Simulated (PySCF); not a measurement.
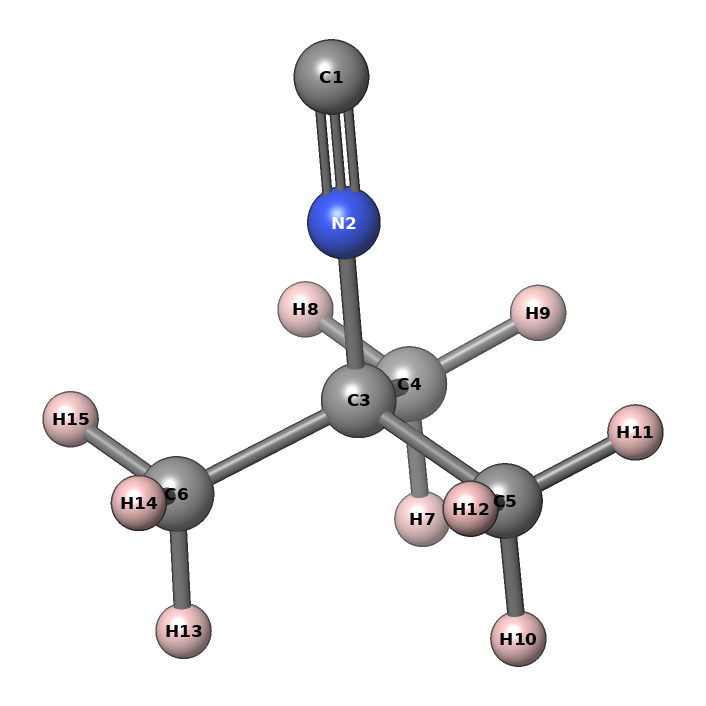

C4 lies behind C3. The molecule seen a little off the C3–C4 bond, C3 in front. Depth is shown by fading: the farther an atom, the more it takes the colour of the background. Computed geometry: PBE0-D3(BJ)/def2-SVP optimisation. No frequency run is at hand to confirm it as a minimum.

**What is the torsion angle N2–C3–C4–H7? The sign is positive where the front bond must turn clockwise to cover the back bond.**

180°, antiperiplanar (anti). The bonds about C3–C4 are staggered.
